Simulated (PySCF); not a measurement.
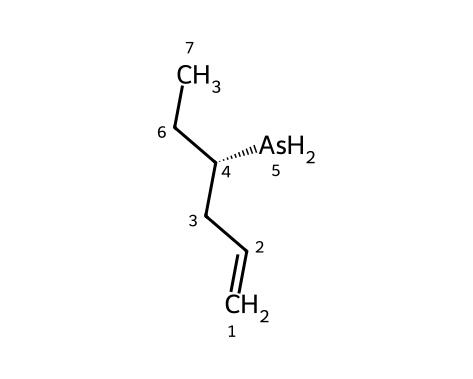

A structural formula, with wedges where it has stereocentres; small numbers name the atoms. The configuration is that of a computed structure (PBE0-D3(BJ)/def2-SVP).

### Assign CIP descriptors.

C4: S.
